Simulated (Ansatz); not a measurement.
# Dielectric response of InP (110) films, part 2 of 4

How well do thin zincblende InP (110) films screen a perpendicular field?

Ansatz 0.2.0; plane-wave DFT, PBE, Ansatz PAW (the session's first sound run).

So far. Step 2 (Relaxation, 10 atoms, units 5): The gap is 1.04 eV.

## 3. Single point on the relaxed film, 10 atoms, units 5

The film was relaxed beforehand; a single point on the relaxed positions gives its levels and potential.

Contents of input.yaml:

```yaml
crystal:
  lattice:
    - [4.15071681, 0.0, 0.0]
    - [0.0, 5.87, 0.0]
    - [0.0, 0.0, 26.3014336111]
  atoms:
    - { symbol: In, position: [0.5, 0.5479772715, 0.3541489277] }
    - { symbol: P, position: [0.0, 0.7649247094, 0.3289803716] }
    - { symbol: In, position: [0.0, -0.0264070033, 0.4159868486] }
    - { symbol: P, position: [0.5, 0.229668835, 0.4194613216] }
    - { symbol: In, position: [0.5, 0.4796745198, 0.5000000023] }
    - { symbol: P, position: [0.0, 0.7379976132, 0.4999999927] }
    - { symbol: In, position: [0.0, -0.0264069416, 0.5840131674] }
    - { symbol: P, position: [0.5, 0.2296688766, 0.5805386627] }
    - { symbol: In, position: [0.5, 0.5479773351, 0.6458510748] }
    - { symbol: P, position: [0.0, 0.7649247844, 0.6710196307] }
kpoints:
  mp_grid: { grid: [8, 6, 1] }
hamiltonian:
  xc: pbe
scf:
  occupations: { method: fermi_dirac, width: 0.03 }
  convergence: { dr2_threshold: 1.0e-09 }
efield:
  axis: 3
  dipole_correction: true
  ramp_position: 0.97
  ramp_width: 0.06
output:
  eigenvalues: true
  write_potential: true
  write_density: true
  volumetric_format: npy
```

Started as:

```
$ ansatz run input.yaml --threads 4 --pin off --max-ram 8192MiB --backend cpu --events-out ev --progress --plain --runs-dir out
```

Numbers of over 12 decimals in the logs are rounded to 6 here.

The log of the run:

```text
[...]
Crystal: 10 atoms, lattice volume = 640.827 Å³
Basis set: ecut = 420 eV, 12465 PW (Γ)
Bands: 55, of which v1, the nominal top of the filled ones, is band 45 counted from 1 (44 counted from 0)
Symmetry: 2 space group operations
k-points: 20 of 48 (time reversal used)
[...]
SCF iter   1: F=—  HF=-31768.191516 eV  |F-HF|=—  |Δ(HF+E_count)|=         —  Δρ=1.62e-3  dr2=5.77e-2  ethr=1.77e-3  p=0.000 e·Å  D=4.64e-8 V/Å  ΔV_dip=-0.00 eV  dr2_dipole=1.14e-7  V_vac-E_F(+/−)=4.59/4.59 eV  ⟨swp⟩=11.3  Hψ=5894  notcnv=0  defer=11
[...]
SCF iter  11: F=-31768.187546 eV  HF=-31768.187546 eV  |F-HF|=2.80e-10  |Δ(HF+E_count)|=   2.12e-9  Δρ=1.67e-7  dr2=5.90e-10  ethr=1.11e-12  p=0.000 e·Å  D=3.94e-7 V/Å  ΔV_dip=-0.00 eV  dr2_dipole=6.00e-12  V_vac-E_F(+/−)=4.57/4.57 eV  ⟨swp⟩=13.2  Hψ=3734  notcnv=0
SCF 1 converged in 11 iterations: F = -31768.187546 eV  dr2 = 5.90e-10
[...]
SCF converged after 11 iterations
Free energy (F): -31768.187546 eV
[...]
Internal energy: -31768.187546 eV  (E = F + TS)
E sigma→0 (E₀):  -31768.187546 eV
Fermi energy:    0.183576 eV
Dipole field:    D = -0.000001 V/Å  (p = -0.000005 e·Å, saw-weighted, corrected)
Work function:   Φ+ = 4.5730 eV   Φ− = 4.5730 eV
[...]
--- Band table (eV; the first three rows and the last of 20) ---
  k-point 0: bands = [... 41 lower, -0.8194, -0.8058, -0.6070, -0.3328, 0.7043, 1.5590, 1.6270, 1.9725, ... 6 higher]
  k-point 1: bands = [... 41 lower, -0.9598, -0.7538, -0.7004, -0.5237, 1.1273, 1.4926, 1.5127, 2.0246, ... 6 higher]
  k-point 2: bands = [... 41 lower, -0.9810, -0.9736, -0.9488, -0.8462, 1.2992, 1.4182, 1.8276, 1.8496, ... 6 higher]
  k-point 19: bands = [... 41 lower, -1.8918, -1.5615, -1.0342, -1.0260, 0.8225, 1.8007, 1.8563, 2.7327, ... 6 higher]
```

The job ended after 43 s (4 threads of Intel Xeon at 2.50GHz (Skylake/Cascade Lake), shared host; peak memory 1.5 GiB; 2.7 min of CPU time).

This step gave:

| Quantity | Value |
| --- | --- |
| dipole along the normal | -5.12e-6 e·Å |

Running mean over 2.075 Å of the planar mean; the ramp of the sawtooth is left out. Table of electron's electrostatic potential energy less the Fermi level by z:

```csv
z (Å),electron's electrostatic potential energy less the Fermi level (eV)
4,4.57
5,4.57
6,4.53
7,3.92
8,-0.0308
9,-3.49
10,-4.59
11,-4.53
12,-3.65
13,-3.89
14,-3.64
15,-4.17
16,-4.85
17,-3.88
18,-1.42
19,3.16
20,4.48
21,4.57
22,4.57
23,4.57
```

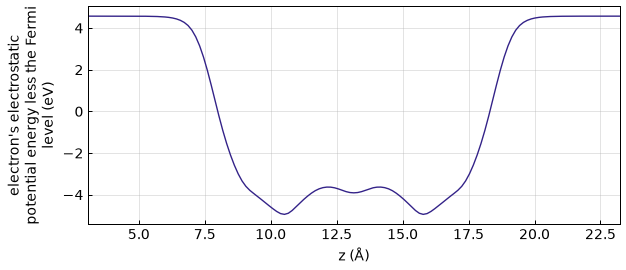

Electron's electrostatic potential energy less the Fermi level against z.

The gap is 1.04 eV.

## 4. Single point, 10 atoms, units 5, field 0.05 V/Å

A sawtooth potential applies the field, turning back in the middle of the vacuum. With the dipole correction the typed value is the field outside the slab. The induced dipole is small, so the SCF threshold is tight.

Edit input.yaml of step 3 so:

```diff
@@ -22,3 +22,3 @@
   occupations: { method: fermi_dirac, width: 0.03 }
-  convergence: { dr2_threshold: 1.0e-09 }
+  convergence: { dr2_threshold: 1.0e-10 }
 efield:
@@ -28,4 +28,4 @@
   ramp_width: 0.06
+  amplitude: 0.05
 output:
-  eigenvalues: true
   write_potential: true
```

The log of the run:

```text
[...]
Crystal: 10 atoms, lattice volume = 640.827 Å³
Basis set: ecut = 420 eV, 12465 PW (Γ)
Bands: 55, of which v1, the nominal top of the filled ones, is band 45 counted from 1 (44 counted from 0)
Symmetry: 2 space group operations
k-points: 20 of 48 (time reversal used)
[...]
SCF iter   1: F=—  HF=-31770.635480 eV  |F-HF|=—  |Δ(HF+E_count)|=         —  Δρ=2.53e-2  dr2=8.39e0  ethr=3.10e-3  p=0.073 e·Å  D=2.06e-2 V/Å  ΔV_dip=-0.54 eV  dr2_dipole=2.74e-4  V_vac-E_F(+/−)=6.28/5.62 eV  ⟨swp⟩=10.0  Hψ=5442  notcnv=0  defer=1
[...]
SCF iter  14: F=-31768.189274 eV  HF=-31768.189274 eV  |F-HF|=1.46e-11  |Δ(HF+E_count)|=  1.46e-11  Δρ=6.36e-8  dr2=6.61e-11  ethr=1.00e-12  p=0.069 e·Å  D=1.95e-2 V/Å  ΔV_dip=-0.51 eV  dr2_dipole=7.67e-15  V_vac-E_F(+/−)=4.90/4.21 eV  ⟨swp⟩=14.1  Hψ=4367  notcnv=0
SCF 1 converged in 14 iterations: F = -31768.189274 eV  dr2 = 6.61e-11
[...]
SCF converged after 14 iterations
Free energy (F): -31768.189274 eV
[...]
Internal energy: -31768.189274 eV  (E = F + TS)
E sigma→0 (E₀):  -31768.189274 eV
Fermi energy:    0.183495 eV
Dipole field:    D = 0.019517 V/Å  (p = 0.069119 e·Å, saw-weighted, corrected)
Work function:   not extracted (applied field tilts the vacuum); planar V_es + V_field profile in the machine report
[...]
--- Band table (eV; the first three rows and the last of 20) ---
  k-point 0: bands = [... 41 lower, -0.8210, -0.8045, -0.6074, -0.3326, 0.7039, 1.5586, 1.6268, 1.9723, ... 6 higher]
  k-point 1: bands = [... 41 lower, -0.9601, -0.7537, -0.7009, -0.5233, 1.1267, 1.4903, 1.5147, 2.0237, ... 6 higher]
  k-point 2: bands = [... 41 lower, -0.9815, -0.9778, -0.9444, -0.8458, 1.2986, 1.4176, 1.8245, 1.8529, ... 6 higher]
  k-point 19: bands = [... 41 lower, -1.8919, -1.5617, -1.0388, -1.0212, 0.8221, 1.8007, 1.8561, 2.7313, ... 6 higher]
```

It took 53 s on 4 threads; peak memory 1.5 GiB.

Numbers from this step:

- dipole along the normal: 0.06912 e·Å

The dipole is 0.0691 e·Å, and the gap on the mesh 1.036 eV.

## 5. Atoms held, 10 atoms, units 5, field -0.05 V/Å

Edit input.yaml of step 4 so:

```diff
@@ -28,3 +28,3 @@
   ramp_width: 0.06
-  amplitude: 0.05
+  amplitude: -0.05
 output:
```

The log of the run:

```text
[...]
Crystal: 10 atoms, lattice volume = 640.827 Å³
Basis set: ecut = 420 eV, 12465 PW (Γ)
Bands: 55, of which v1, the nominal top of the filled ones, is band 45 counted from 1 (44 counted from 0)
Symmetry: 2 space group operations
k-points: 20 of 48 (time reversal used)
[...]
k-point 0: bands = [... 41 lower, -0.8210, -0.8045, -0.6074, -0.3326, 0.7039, 1.5586, 1.6268, 1.9723, ... 6 higher]
  k-point 1: bands = [... 41 lower, -0.9601, -0.7537, -0.7009, -0.5233, 1.1267, 1.4903, 1.5147, 2.0237, ... 6 higher]
  k-point 2: bands = [... 41 lower, -0.9815, -0.9778, -0.9444, -0.8458, 1.2986, 1.4176, 1.8245, 1.8529, ... 6 higher]
  k-point 19: bands = [... 41 lower, -1.8919, -1.5617, -1.0388, -1.0212, 0.8221, 1.8007, 1.8561, 2.7313, ... 6 higher]
[key lines of the parts left out:]
SCF converged after 16 iterations
Free energy (F): -31768.189274 eV
Fermi energy:    0.183494 eV
Dipole field:    D = -0.019518 V/Å  (p = -0.069120 e·Å, saw-weighted, corrected)
```

Run time: 57 s. Hardware: 4 threads; peak memory 1.5 GiB; 3.5 min of CPU time.

The dipole is -0.0691 e·Å, and the gap on the mesh 1.036 eV.

## 6. Response with the atoms held, 10 atoms, units 5

This step: plane-wave DFT, PBE, Ansatz PAW; response to a field along the normal, atoms held (Ansatz 0.2.0).

The two fields give this film's response with the atoms held: the electronic part.

This step gave:

```
equivalent conductor thickness p/(ε₀AE) : 10.27 Å
distance between the outer atoms        : 8.996 Å
thickness                               : 10.38 Å
inner field over outer field            : 0.08409
local ε in the middle                   : 11.89
```

Local field over the applied field, running mean. From the potentials at -0.05 and 0.05 V/Å; running mean over 2.075 Å, taken twice. Local field over applied field against z:

```csv
z (Å),local field over applied field
4,0.998
5,0.987
6,0.923
7,0.725
8,0.416
9,0.169
10,0.0797
11,0.0803
12,0.0858
13,0.0832
14,0.0849
15,0.0833
16,0.0760
17,0.126
18,0.327
19,0.637
20,0.880
21,0.977
22,0.997
```

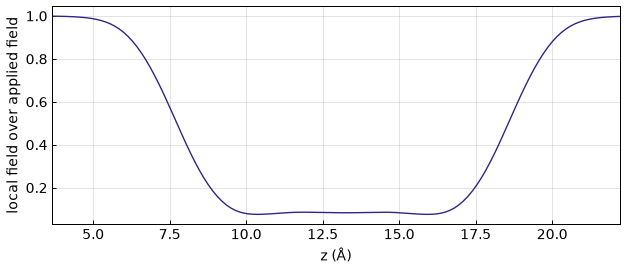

Local field over applied field against z.

The induced electron density oscillates, so the rows of the table below give means over windows of 1 Å about each position, cut where the curve ends. Its maxima inside the range that stand out by 2 % of the span (Å: e/Å³ per V/Å): 7.7: 0.00307, 9.2: 9.3e-4, 11.7: 4.8e-4, 13.7: 3.7e-4, 16.1: 5.6e-4, 17.5: -6.1e-4. Its minima: 8.8: 6.1e-4, 10.2: -5.6e-4, 12.6: -3.7e-4, 14.6: -4.8e-4, 17.1: -9.3e-4, 18.6: -0.00307.

Electrons, planar mean, per unit field. Induced electron density against z; means over each step:

```csv
z (Å),induced electron density (e/Å³ per V/Å)
4,6.1e-6
5,4.8e-5
6,3.5e-4
7,0.00174
8,0.00239
9,7.8e-4
10,-2.2e-4
11,-1.4e-4
12,1.8e-4
13,-1.0e-4
14,5.0e-5
15,-1.0e-4
16,4.1e-4
17,-6.3e-4
18,-0.00172
19,-0.00233
20,-6.1e-4
21,-9.0e-5
22,-1.3e-5
```

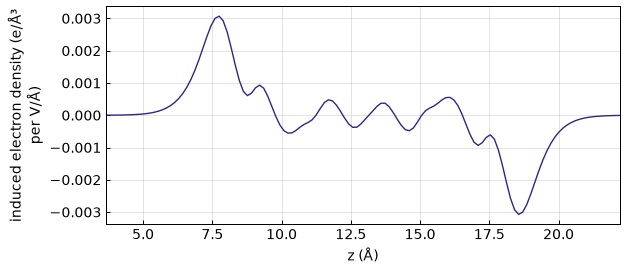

Induced electron density, plotted against z.

By hand: between -0.05 and 0.05 V/Å the dipole changes by 0.1382 e·Å, a slope of 1.382 e·Å²/V. A perfect conductor of thickness t has p = ε₀AEt, so t = 180.95 × 1.382 / 24.365 = 10.27 Å (e/ε₀ = 180.95 V·Å, A in Å²).

The induced dipole is that of a conductor 10.27 Å thick.

## 7. Field on, atoms free, 10 atoms, field 0.05 V/Å

This step: plane-wave DFT, PBE, Ansatz PAW (Ansatz 0.2.0).

Now the atoms may follow the field. A weak field makes forces of meV/Å to tens of meV/Å, so the force tolerance is set well below the usual one.

Edit input.yaml of step 5 so:

```diff
@@ -28,3 +28,6 @@
   ramp_width: 0.06
-  amplitude: -0.05
+  amplitude: 0.05
+relax:
+  f_tol: 0.0006
+  max_steps: 70
 output:
```

The log of the run:

```text
[...]
Crystal: 10 atoms, lattice volume = 640.827 Å³
Basis set: ecut = 420 eV, 12465 PW (Γ), exchange–correlation on 60×80×360 points (8 copies of the dense FFT grid, shifted against one another)
Bands: 55, of which v1, the nominal top of the filled ones, is band 45 counted from 1 (44 counted from 0)
Symmetry: 2 space group operations
k-points: 20 of 48 (time reversal used)
[...]
SCF iter   1: F=—  HF=-31770.635429 eV  |F-HF|=—  |Δ(HF+E_count)|=         —  Δρ=2.53e-2  dr2=8.39e0  ethr=3.10e-3  p=0.073 e·Å  D=2.06e-2 V/Å  ΔV_dip=-0.54 eV  dr2_dipole=2.74e-4  V_vac-E_F(+/−)=6.28/5.62 eV  ⟨swp⟩=10.0  Hψ=5447  notcnv=0  defer=1
[...]
SCF iter  14: F=-31768.189213 eV  HF=-31768.189213 eV  |F-HF|=1.02e-10  |Δ(HF+E_count)|=  5.46e-11  Δρ=6.25e-8  dr2=8.18e-11  ethr=1.00e-12  p=0.069 e·Å  D=1.95e-2 V/Å  ΔV_dip=-0.51 eV  dr2_dipole=3.39e-13  V_vac-E_F(+/−)=4.90/4.21 eV  ⟨swp⟩=6.0  Hψ=6351  notcnv=0
SCF 1 converged in 14 iterations: F = -31768.189213 eV  dr2 = 8.18e-11
[...]
relax step   1: F+E_penalty+E_count = -31768.18921298 eV  Δ(F+E_penalty+E_count) = +0.000e0 eV  max|allowed force component| = 1.346e-2 eV/Å  Δτ_max = 0.0000 Å  (14 SCF iters, accepted)
[...]
SCF iter   9: F=-31768.189242 eV  HF=-31768.189242 eV  |F-HF|=1.46e-11  |Δ(HF+E_count)|=  1.27e-10  Δρ=3.99e-8  dr2=1.01e-11  ethr=1.00e-12  p=0.071 e·Å  D=2.01e-2 V/Å  ΔV_dip=-0.53 eV  dr2_dipole=3.67e-13  V_vac-E_F(+/−)=4.89/4.22 eV  ⟨swp⟩=7.0  Hψ=5928  notcnv=0
SCF 2 converged in 9 iterations: F = -31768.189242 eV  dr2 = 1.01e-11
relax step   2: F+E_penalty+E_count = -31768.18924212 eV  Δ(F+E_penalty+E_count) = -2.913e-5 eV  max|allowed force component| = 7.425e-3 eV/Å  Δτ_max = 0.0018 Å  (9 SCF iters, accepted)
SCF iter   1: F=—  HF=-31768.189233 eV  |F-HF|=—  |Δ(HF+E_count)|=         —  Δρ=2.66e-5  dr2=8.47e-6  ethr=2.59e-7  p=0.071 e·Å  D=2.01e-2 V/Å  ΔV_dip=-0.53 eV  dr2_dipole=2.66e-6  V_vac-E_F(+/−)=4.89/4.22 eV  ⟨swp⟩=2.0  Hψ=1832  notcnv=0  defer=45
[...]
SCF iter   8: F=-31768.189249 eV  HF=-31768.189249 eV  |F-HF|=0.00e0  |Δ(HF+E_count)|=  1.09e-10  Δρ=6.87e-8  dr2=2.80e-11  ethr=1.00e-12  p=0.071 e·Å  D=1.99e-2 V/Å  ΔV_dip=-0.52 eV  dr2_dipole=1.72e-13  V_vac-E_F(+/−)=4.90/4.22 eV  ⟨swp⟩=7.1  Hψ=5930  notcnv=0
SCF 3 converged in 8 iterations: F = -31768.189249 eV  dr2 = 2.80e-11
relax step   3: F+E_penalty+E_count = -31768.18924885 eV  Δ(F+E_penalty+E_count) = -6.736e-6 eV  max|allowed force component| = 5.236e-4 eV/Å  Δτ_max = 0.0009 Å  (8 SCF iters, accepted)
NSCF: frozen V_eff on 20 k-points
[...]
SCF converged after 8 iterations
Free energy (F): -31768.189249 eV
[...]
Internal energy: -31768.189249 eV  (E = F + TS)
E sigma→0 (E₀):  -31768.189249 eV
Fermi energy:    0.183434 eV
Dipole field:    D = 0.019920 V/Å  (p = 0.070546 e·Å, saw-weighted, corrected)
Work function:   not extracted (applied field tilts the vacuum); planar V_es + V_field profile in the machine report
[...]
--- Forces (eV/Å), atoms counted from 1 ---
  atom   1  In     0.00000000    -0.00007101     0.00013745
  atom   2  P      0.00000000     0.00000336     0.00015163
  atom   3  In     0.00000000     0.00023222    -0.00052352
  atom   4  P      0.00000000     0.00016215     0.00008554
  atom   5  In     0.00000000    -0.00012842     0.00022554
  atom   6  P      0.00000000    -0.00001783    -0.00001503
  atom   7  In     0.00000000     0.00011418    -0.00048359
  atom   8  P      0.00000000    -0.00006339     0.00010299
  atom   9  In     0.00000000    -0.00018914     0.00016764
  atom  10  P      0.00000000    -0.00004254     0.00015171
  max |Σ_I F_I| component: 4.25e-7 eV/Å
--- Band table (eV; the first three rows and the last of 20) ---
  k-point 0: bands = [... 41 lower, -0.8208, -0.8046, -0.6074, -0.3327, 0.7040, 1.5588, 1.6268, 1.9723, ... 6 higher]
  k-point 1: bands = [... 41 lower, -0.9601, -0.7536, -0.7009, -0.5236, 1.1268, 1.4912, 1.5137, 2.0239, ... 6 higher]
  k-point 2: bands = [... 41 lower, -0.9814, -0.9762, -0.9465, -0.8459, 1.2988, 1.4178, 1.8255, 1.8515, ... 6 higher]
  k-point 19: bands = [... 41 lower, -1.8919, -1.5618, -1.0383, -1.0219, 0.8222, 1.8006, 1.8562, 2.7318, ... 6 higher]
--- Relaxed structure (3 steps of the walk, 3 accepted, 0 SCFs on fresh bases) ---
  F+E_penalty+E_count = -31768.18924885 eV   max|allowed force component| = 5.236e-4 eV/Å
  atoms:
    - { symbol: In, position: [0.500000, 0.547910, 0.354188] }
    - { symbol: P, position: [0.0, 0.764775, 0.328951] }
    - { symbol: In, position: [0.0, -0.026406, 0.415993] }
    - { symbol: P, position: [0.500000, 0.229640, 0.419450] }
    - { symbol: In, position: [0.500000, 0.479669, 0.500028] }
    - { symbol: P, position: [0.0, 0.737999, 0.499958] }
    - { symbol: In, position: [0.0, -0.026383, 0.584024] }
    - { symbol: P, position: [0.500000, 0.229719, 0.580530] }
    - { symbol: In, position: [0.500000, 0.548036, 0.645893] }
    - { symbol: P, position: [0.0, 0.765041, 0.670986] }
```

Elapsed: 96 s, on 4 threads; peak memory 1.4 GiB; 5.9 min of CPU time.

Hardly anything moved in the relaxation; the energy changed by under 0.2 meV an atom.

Numbers from this step:

| Quantity | Value |
| --- | --- |
| dipole along the normal | 0.07055 e·Å |

The relaxation took 3 steps and lowered the energy by 3.6e-5 eV; the largest force on the free atoms ends at 5.2e-4 eV/Å.

The dipole is 0.0705 e·Å, and the gap on the mesh 1.037 eV.

## 8. Relaxing in the field, 10 atoms, field -0.05 V/Å

The opposite sign, again from the field-free geometry; the difference of the two cancels what relaxes without a field.

Edit input.yaml of step 7 so:

```diff
@@ -28,3 +28,3 @@
   ramp_width: 0.06
-  amplitude: 0.05
+  amplitude: -0.05
 relax:
```

The log of the run:

```text
[...]
Crystal: 10 atoms, lattice volume = 640.827 Å³
Basis set: ecut = 420 eV, 12465 PW (Γ), exchange–correlation on 60×80×360 points (8 copies of the dense FFT grid, shifted against one another)
Bands: 55, of which v1, the nominal top of the filled ones, is band 45 counted from 1 (44 counted from 0)
Symmetry: 2 space group operations
k-points: 20 of 48 (time reversal used)
[...]
- { symbol: In, position: [0.0, -0.026383, 0.415976] }
    - { symbol: P, position: [0.500000, 0.229719, 0.419470] }
    - { symbol: In, position: [0.500000, 0.479669, 0.499972] }
    - { symbol: P, position: [0.0, 0.737999, 0.500042] }
    - { symbol: In, position: [0.0, -0.026406, 0.584007] }
    - { symbol: P, position: [0.500000, 0.229640, 0.580550] }
    - { symbol: In, position: [0.500000, 0.547910, 0.645812] }
    - { symbol: P, position: [0.0, 0.764775, 0.671049] }
[key lines of the parts left out:]
SCF converged after 8 iterations
Free energy (F): -31768.189249 eV
Fermi energy:    0.183434 eV
Dipole field:    D = -0.019920 V/Å  (p = -0.070546 e·Å, saw-weighted, corrected)
```

Wall time 1.8 min (4 threads); peak memory 1.4 GiB.

Hardly anything moved in the relaxation; the energy changed by under 0.2 meV an atom.

The relaxation took 3 steps and lowered the energy by 3.6e-5 eV; the largest force on the free atoms ends at 5.2e-4 eV/Å.

The dipole is -0.0705 e·Å, and the gap on the mesh 1.037 eV.

## 9. Response with the atoms relaxed, 10 atoms, units 5

This step: plane-wave DFT, PBE, Ansatz PAW; response to a field along the normal, atoms relaxed (Ansatz 0.2.0).

The two relaxed runs give the static response.

Numbers from this step:

| Property | Result |
| --- | --- |
| equivalent conductor thickness p/(ε₀AE) | 10.48 Å |
| inner field over outer field | 0.07619 |
| local ε in the middle | 13.12 |

Local field over the applied field, running mean. From the potentials at -0.05 and 0.05 V/Å; running mean over 2.075 Å, taken twice. Local field over applied field against z:

```csv
z (Å),local field over applied field
4,0.998
5,0.987
6,0.914
7,0.732
8,0.431
9,0.133
10,0.0235
11,0.0588
12,0.0846
13,0.0795
14,0.0747
15,0.0766
16,0.0302
17,0.0658
18,0.341
19,0.654
20,0.867
21,0.976
22,0.997
```

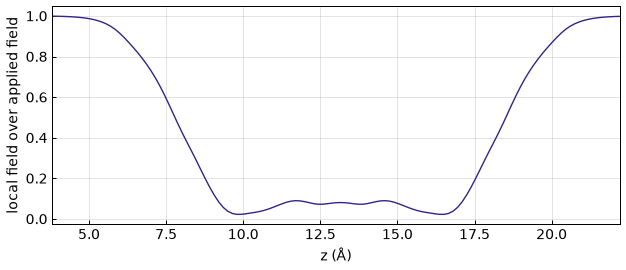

Local field over applied field against z.

The induced dipole is that of a conductor 10.48 Å thick.

[end of part 2 of 4]

[Logs are printed without paths, hosts, clocks, repeated set-up lines and the standing remarks that a program may print on its own settings, such as how far it seeks lower states.]

[Hosts, paths, dates, database ids (printed as entryN), source tags and the programs' standing remarks are cut or masked in the printed files.]

[Maps of the electrostatic potential energy from Ansatz leave out the sawtooth potential of an applied field or a dipole correction, so their vacuum need not be flat; planar profiles and work functions include it.]
